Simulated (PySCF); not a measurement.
```yaml
atoms:
  - { symbol: C, position_ang: [3.6109, -0.8733, 0.5097] }
  - { symbol: C, position_ang: [2.4622, -0.3389, -0.1817] }
  - { symbol: C, position_ang: [1.5168, 0.1296, -0.7521] }
  - { symbol: C, position_ang: [0.3716, 0.6606, -1.4474] }
  - { symbol: Cl, position_ang: [-0.3222, -0.6255, -2.5140] }
  - { symbol: C, position_ang: [-0.7320, 1.1352, -0.5050] }
  - { symbol: Cl, position_ang: [-0.0604, 2.5977, 0.3463] }
  - { symbol: C, position_ang: [-1.1620, 0.1119, 0.4847] }
  - { symbol: C, position_ang: [-2.4650, 0.3761, 1.2535] }
  - { symbol: Si, position_ang: [-2.5759, -1.0859, 0.0764] }
  - { symbol: H, position_ang: [3.9658, -1.7671, -0.0024] }
  - { symbol: H, position_ang: [4.4096, -0.1326, 0.5265] }
  - { symbol: H, position_ang: [3.3433, -1.1312, 1.5338] }
  - { symbol: H, position_ang: [0.6746, 1.4687, -2.1205] }
  - { symbol: H, position_ang: [-1.5785, 1.5109, -1.0840] }
  - { symbol: H, position_ang: [-0.3336, -0.2414, 1.0896] }
  - { symbol: H, position_ang: [-2.9631, 1.3038, 1.0060] }
  - { symbol: H, position_ang: [-2.4126, 0.2342, 2.3234] }
  - { symbol: H, position_ang: [-2.4579, -2.4240, 0.6208] }
  - { symbol: H, position_ang: [-3.2968, -0.8983, -1.1667] }
```

Geometry: GFN2-xTB.

The calculation used PBE0/pcSseg-1, SCF density, gas phase, non-relativistic in PySCF.

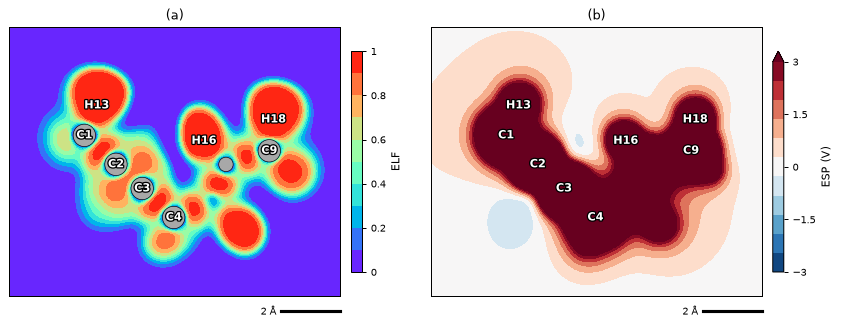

C7H10Cl2Si. (a) electron localisation function; (b) electrostatic potential on the plane of atoms C2, C1 and H13. Grey discs cover the atomic cores in the ELF map.

### Interpret the plot.

The plane passes through C and H nuclei. C–C (1.20 Å): the ELF peaks at about 0.80 between the atoms (a short, multiple covalent bond). C–H (1.08 Å): the ELF climbs to about 1 towards the hydrogen, as it does in any bond to H (a covalent bond by its length). Outside the dense part of the molecule the potential is most negative (−0.7 V) near C3.
